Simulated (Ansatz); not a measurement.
Consider H2MgOSe (SMILES [OH][Mg][SeH]).

Input file:

```
crystal:
  periodic: [false, false, false]
  atoms:
    - {symbol: Mg, position_ang: [-1.194499, -1.324165, 1.135086]}
    - {symbol: O, position_ang: [-2.045291, -2.907405, 1.182633]}
    - {symbol: Se, position_ang: [-0.099906, 0.840620, 1.009024]}
    - {symbol: H, position_ang: [-1.810641, -3.735841, 1.611989]}
    - {symbol: H, position_ang: [-0.848336, 1.280727, 2.214445]}
basis:
  gaussian:
    orbitals: def2-TZVPD
hamiltonian:
  xc: {name: PBE0}
output:
  forces: true
  orbitals: {seedname: orbitals}
```

Run with:

```sh
ansatz run input.yaml --threads 1 --pin off --max-ram 2610MiB --events-out events.jsonl --progress --plain --runs-dir runs
```

Geometry: B3LYP/6-31G*.

All numbers below come from isolated molecule in a Gaussian basis; Kohn-Sham density functional theory, functional PBE0 (Ansatz 0.2.0).

> What will maps of the electron density and electron localisation function show?

Mg–O (1.80 Å): the density is about 0.63 e/Å³ at the midpoint; the ELF peaks at about 0.85 in the valence shell of O, 0.6 Å from its nucleus, and is about 0.25 at the midpoint: an ionic contact with no shared pair.
Mg–Se (2.43 Å): ρ is about 0.45 e/Å³ halfway; the ELF peaks at about 0.85 in the valence shell of Se, 1.2 Å from its nucleus, and falls to about 0.05 next to Mg: a closed-shell, largely ionic contact.
O–H (0.96 Å): ρ is about 3.7 e/Å³ halfway; the ELF climbs to about 1 towards the hydrogen, as it does in any bond to H (a covalent bond by its length).

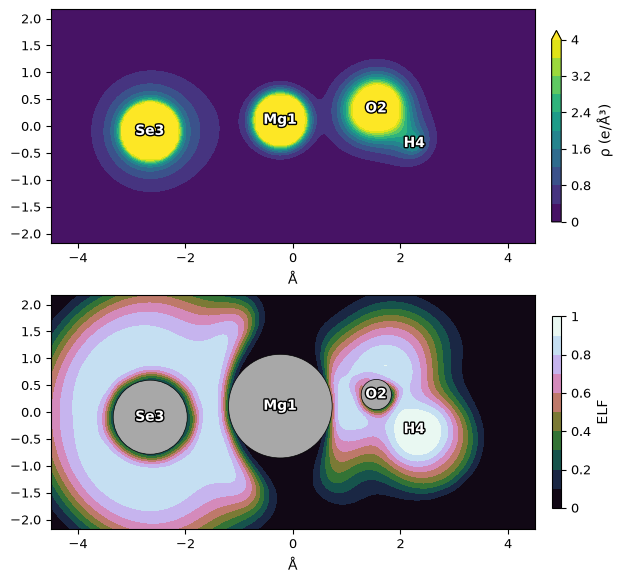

Computed electron density and electron localisation function on the plane of atoms Mg1, O2 and H4, in this order. Grey discs cover the atomic cores in the ELF map. 
